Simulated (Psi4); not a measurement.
**One shape, several levels: quartet CH5B−**

We compute a comparison of 5 runs (U-r2SCAN/def2-SVPD, UBLYP/def2-SVPD, UM06-L/def2-SVPD, UPBE0/def2-SVPD, UTPSS/def2-SVPD) of quartet CH5B−. 

The calculation is run with Psi4 1.11.

## Step 1: Starting point

The species is CH5B− (7 atoms), meant as a quartet with charge -1. As SMILES of the parent species, `[BH2-]C`. The shape is that of a GFN2-xTB optimisation. That shape belongs to the parent species and isn't relaxed for this state.

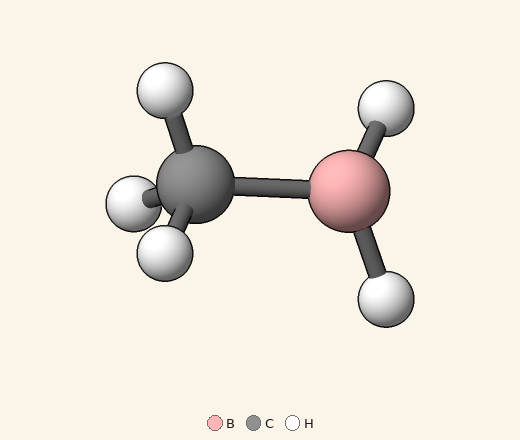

The structure, seen from a chosen angle (boron pink, carbon grey, hydrogen white).

## Step 2: Energy and gradient at U-r2SCAN/def2-SVPD (run 1)

Contents of ch5b.xyz:

```xyz
7
CH5B
B     -0.367620    -0.876680     0.296410
C      0.129860     0.657930    -0.010930
H      0.566410    -1.652080     0.572900
H     -1.111250    -1.340120    -0.587590
H      0.713810     1.090030     0.817870
H      0.779370     0.770230    -0.909000
H     -0.710590     1.350700    -0.179660
```

Contents of calc.py:

```python
import psi4

psi4.set_memory('1600 MB')
psi4.set_num_threads(1)
psi4.set_output_file('psi4.out', False)

with open('ch5b.xyz') as f:
    atoms = ''.join(f.readlines()[2:])
molecule = psi4.geometry('-1 4\n' + atoms + 'symmetry c1')

psi4.set_options({
    'basis': 'def2-SVPD',
    'reference': 'uks',
    'puream': True,
    'e_convergence': 1e-09,
    'd_convergence': 1e-08,
    'scf_type': 'pk',
    'dft_radial_points': 99,
    'dft_spherical_points': 590,
    'maxiter': 200,
})

e_tot, wfn = psi4.gradient("r2scan", return_wfn=True)
print('gradient / Eh bohr^-1')
print(e_tot.np.round(6))
print(f'energy = {wfn.energy():.10f} Eh')
```

Started as:

```bash
$ python calc.py
```

psi4.out:

```text
[...]
  Running in c1 symmetry.
[...]
  Nuclear repulsion =   30.809888872353739
[...]
  Multiplicity = 4
[...]
  Nalpha       = 10
  Nbeta        = 7
[...]
    Number of basis functions: 80
[...]
   @UKS iter   1:   -65.18721533639852    3.37347e-03   9.75462e-03 DIIS/ADIIS
[...]
   @UKS iter  20:   -65.60602652994277   -1.48503e-11   8.35184e-09 DIIS
[...]
   @S^2 Observed:                3.757458642E+00
[...]
    Orbital Energies [Eh]
    ---------------------
    Alpha Occupied:
       1A     -9.877629     2A     -6.477041     3A     -0.498072
       4A     -0.339756     5A     -0.242080     6A     -0.205549
       7A     -0.180930     8A     -0.145895     9A      0.013350
      10A      0.114012
    Alpha Virtual:
      11A      0.154324    12A      0.208535    13A      0.210603
      14A      0.216975    15A      0.230033    16A      0.247338
      17A      0.250587    18A      0.261349    19A      0.288427
      20A      0.314833    21A      0.334485    22A      0.342899
      23A      0.346865    24A      0.390271    25A      0.398871
[...]
  @UKS Final Energy:   -65.60602652994277
   => Energetics <=
    Nuclear Repulsion Energy =             30.8098888723537385
    One-Electron Energy =                -149.9879457682288262
    Two-Electron Energy =                  64.8200129759189281
    DFT Exchange-Correlation Energy =     -11.2479826099866003
    Empirical Dispersion Energy =           0.0000000000000000
    VV10 Nonlocal Energy =                  0.0000000000000000
    Total Energy =                        -65.6060265299427670
[...]
 Multipole Moments:
 ------------------------------------------------------------------------------------
     Multipole            Electronic (a.u.)      Nuclear  (a.u.)        Total (a.u.)
 ------------------------------------------------------------------------------------
 L = 1.  Multiply by 2.5417464519 to convert [e a0] to [Debye]
 Dipole X            :         -0.0769644            0.8728851            0.7959207
 Dipole Y            :          0.1225643            1.2455982            1.3681625
 Dipole Z            :          0.1448648           -0.9289359           -0.7840711
 Magnitude           :                                                    1.7663878
[...]
  -Total Gradient:
     Atom            X                  Y                   Z
    ------   -----------------  -----------------  -----------------
       1       -0.006592994551    -0.083595051002    -0.011489098593
       2        0.000888436310     0.035503596692     0.006671323840
       3        0.001536989387     0.024332592905     0.012300019661
       4       -0.005843083691     0.025993857572     0.006909189641
       5        0.000372953247    -0.002638628242    -0.009384498510
       6        0.001590623672     0.004266323863    -0.001066562355
       7        0.008166431669    -0.003844427789    -0.004104666263
[...]
```

On the terminal:

```text
gradient / Eh bohr^-1
[[-0.006593 -0.083595 -0.011489]
 [ 0.000888  0.035504  0.006671]
 [ 0.001537  0.024333  0.0123  ]
 [-0.005843  0.025994  0.006909]
 [ 0.000373 -0.002639 -0.009384]
 [ 0.001591  0.004266 -0.001067]
 [ 0.008166 -0.003844 -0.004105]]
energy = -65.6060265299 Eh
```

Wall time 74 s (1 thread of AMD EPYC 9R45 (Zen 5), shared host); peak memory 1.1 GiB.

## Step 3: The energy at UBLYP/def2-SVPD (run 2)

ch5b.xyz is that of step 2.

Contents of job.py:

```python
import psi4

psi4.set_memory(1600000000)
psi4.set_num_threads(1)
psi4.core.set_output_file('psi4.out', False)

with open('ch5b.xyz') as f:
    atoms = ''.join(f.readlines()[2:])
molecule = psi4.geometry('-1 4\n' + atoms + 'symmetry c1')

psi4.set_options({
    'basis': 'def2-SVPD',
    'reference': 'uks',
    'puream': True,
    'e_convergence': 1e-09,
    'd_convergence': 1e-08,
    'scf_type': 'pk',
    'dft_radial_points': 99,
    'dft_spherical_points': 590,
    'maxiter': 200,
})

energy_value, wavefunction = psi4.energy('BLYP', molecule=molecule, return_wfn=True)
psi4.oeprop(wavefunction, 'MULLIKEN_CHARGES', 'DIPOLE', 'QUADRUPOLE')
print('E =', round(energy_value, 9))
```

Started as:

```bash
$ python job.py
```

psi4.out, shortened:

```text
[...]
  Running in c1 symmetry.
[...]
  Nuclear repulsion =   30.809888872353739
[...]
  Multiplicity = 4
[...]
  Nalpha       = 10
  Nbeta        = 7
[...]
    Number of basis functions: 80
[...]
   @UKS iter   1:   -65.09194286713091    1.16923e-01   1.10604e-02 ADIIS/DIIS
[...]
   @UKS iter  20:   -65.60471576134157   -8.52651e-13   2.54049e-09 DIIS
[...]
   @S^2 Observed:                3.753291944E+00
[...]
  @UKS Final Energy:   -65.60471576134157
   => Energetics <=
    Nuclear Repulsion Energy =             30.8098888723537385
    One-Electron Energy =                -150.0183853226747317
    Two-Electron Energy =                  64.8500207713761796
    DFT Exchange-Correlation Energy =     -11.2462400823967492
    Empirical Dispersion Energy =           0.0000000000000000
    VV10 Nonlocal Energy =                  0.0000000000000000
    Total Energy =                        -65.6047157613415663
[...]
 Multipole Moments:
 ------------------------------------------------------------------------------------
     Multipole            Electronic (a.u.)      Nuclear  (a.u.)        Total (a.u.)
 ------------------------------------------------------------------------------------
 L = 1.  Multiply by 2.5417464519 to convert [e a0] to [Debye]
 Dipole X            :         -0.2178556            0.8728851            0.6550295
 Dipole Y            :         -0.2478577            1.2455982            0.9977405
 Dipole Z            :          0.2498788           -0.9289359           -0.6790571
 Magnitude           :                                                    1.3731964
 L = 2.  Multiply by 1.3450342976 to convert [e a0^2] to [Debye ang]
 Quadrupole XX       :        -39.6552806           14.0188199          -25.6364607
 Quadrupole XY       :        -12.0131378           11.0844964           -0.9286414
[...]
  Mulliken Charges: (a.u.)
   Center  Symbol    Alpha    Beta     Spin     Total
       1     B     4.35265  2.33315  2.01950 -1.68580
       2     C     2.99711  2.71965  0.27746  0.28324
       3     H     0.51629  0.13937  0.37692  0.34434
       4     H     0.51545  0.14044  0.37502  0.34411
       5     H     0.54781  0.55867 -0.01086 -0.10648
       6     H     0.52060  0.55134 -0.03074 -0.07193
       7     H     0.55008  0.55739 -0.00730 -0.10747
   Total alpha = 10.00000, Total beta =  7.00000, Total charge = -1.00000
```

On the terminal:

```text
E = -65.604715761
```

Run time: 26 s. Hardware: 1 thread of AMD EPYC 9R45 (Zen 5), shared host; peak memory 0.75 GiB.

Runs 3 to 4 aren't shown in full; the table further down has their settings and results.

## Step 4: Energy and gradient at UTPSS/def2-SVPD (run 5)

Contents of input.inp:

```
memory 1600 MB

molecule molecule1 {
  -1 4
  B     -0.367620    -0.876680     0.296410
  C      0.129860     0.657930    -0.010930
  H      0.566410    -1.652080     0.572900
  H     -1.111250    -1.340120    -0.587590
  H      0.713810     1.090030     0.817870
  H      0.779370     0.770230    -0.909000
  H     -0.710590     1.350700    -0.179660
  symmetry c1
  no_reorient
  no_com
}

set basis def2-SVPD
set reference uks
set puream true
set e_convergence 1e-09
set d_convergence 1e-08
set scf_type pk
set dft_radial_points 99
set dft_spherical_points 590
set maxiter 200

gradient("tpss")
```

Started as:

```bash
$ psi4 -i input.inp -o input.out -n 1
```

input.out, shortened:

```text
[...]
  Running in c1 symmetry.
[...]
  Nuclear repulsion =   30.809888872353742
[...]
  Multiplicity = 4
[...]
  Nalpha       = 10
  Nbeta        = 7
[...]
    Number of basis functions: 80
[...]
   @UKS iter   1:   -65.23180433493005    2.92452e-02   1.01255e-02 ADIIS/DIIS
[...]
   @UKS iter  19:   -65.67583263792591   -7.54596e-12   3.04918e-09 DIIS
[...]
   @S^2 Observed:                3.755959540E+00
[...]
  @UKS Final Energy:   -65.67583263792591
   => Energetics <=
    Nuclear Repulsion Energy =             30.8098888723537421
    One-Electron Energy =                -149.9592933441927869
    Two-Electron Energy =                  64.8047697430179710
    DFT Exchange-Correlation Energy =     -11.3311979091048372
    Empirical Dispersion Energy =           0.0000000000000000
    VV10 Nonlocal Energy =                  0.0000000000000000
    Total Energy =                        -65.6758326379259074
[...]
 Multipole Moments:
 ------------------------------------------------------------------------------------
     Multipole            Electronic (a.u.)      Nuclear  (a.u.)        Total (a.u.)
 ------------------------------------------------------------------------------------
 L = 1.  Multiply by 2.5417464519 to convert [e a0] to [Debye]
 Dipole X            :          2.6078610           -1.5518242            1.0560368
 Dipole Y            :          2.0706588           -0.4101840            1.6604748
 Dipole Z            :         -3.2198289            2.1372614           -1.0825675
 Magnitude           :                                                    2.2459615
[...]
  -Total Gradient:
     Atom            X                  Y                   Z
    ------   -----------------  -----------------  -----------------
       1       -0.006053988660    -0.079515347543    -0.011514339510
       2        0.000740040235     0.033465070979     0.006619290218
       3        0.001607534590     0.024448398820     0.011886706938
       4       -0.005444333560     0.025975293709     0.006796540128
       5       -0.000578993751    -0.003280957378    -0.010588318680
       6        0.000383682352     0.003844355067     0.000555297953
       7        0.009346172435    -0.004937018493    -0.003755473089
[...]
```

Wall time 78 s (1 thread of AMD EPYC 9R45 (Zen 5), shared host); peak memory 1 GiB.

## Step 5: All runs side by side

```tsv
run	level	task	energy (Eh)	HOMO energy (eV)	⟨S²⟩	wall time
1	U-r2SCAN/def2-SVPD	gradient	-65.606027	3.10	3.757	74 s
2	UBLYP/def2-SVPD	energy	-65.604716	3.32	3.753	26 s
3	UM06-L/def2-SVPD	energy	-65.626637	3.18	3.757	84 s
4	UPBE0/def2-SVPD	energy	-65.559729	2.74	3.756	25 s
5	UTPSS/def2-SVPD	gradient	-65.675833	3.13	3.756	78 s
```

## Step 6: What came out

| quantity | value |
| --- | --- |
| run 5: total energy | -65.67583 Eh |
| run 5: HOMO energy (highest over α and β) | 3.13 eV |
| run 5: ⟨S²⟩ | 3.756 |
| run 5: largest force on an atom | 4.143 eV/Å |

**Reading.** Totals of different functionals can't be ranked against each other. In runs 1, 2, 3, 4, 5 the HOMO lies above zero, so the outermost electron may be held by the basis alone. All runs together took 4.8 min, the longest 84 s.
